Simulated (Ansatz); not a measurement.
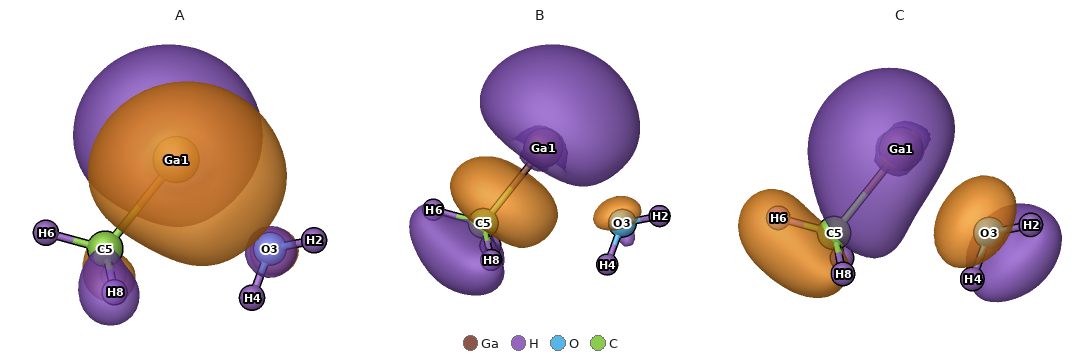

The picture shows: CH$_{3}$Ga···H$_{2}$O. Three frontier orbitals at ±0.08 Å⁻³ᐟ² (orange and purple are the two phases), in no order.

The calculation used RKS PBE-D4/def2-SVP (Ansatz).

```xyz
8

Ga   -0.9579   -0.6216    1.1033
H     1.9004   -0.2187    0.9509
O     1.1752    0.2666    0.5130
H     1.3190    0.1379   -0.4455
C    -1.4257   -0.1922   -0.8776
H    -2.4892   -0.4086   -1.1207
H    -1.2434    0.8820   -1.1139
H    -0.8053   -0.7972   -1.5817
```

> Which picture is the HOMO−1, the HOMO and the LUMO?

C is the HOMO−1 (−7.39 eV). By Hirshfeld shares it lies mainly on Ga1 (about 35 %), O3 (about 30 %) and C5 (about 20 %). B is the HOMO (−4.01 eV). Its weight (Hirshfeld) is mainly on Ga1 (about 60 %) and C5 (about 30 %). A is the LUMO (−1.44 eV). By Hirshfeld shares it lies mainly on Ga1 (about 85 %).

> What is the HOMO–LUMO gap?

2.57 eV between the orbital energies.
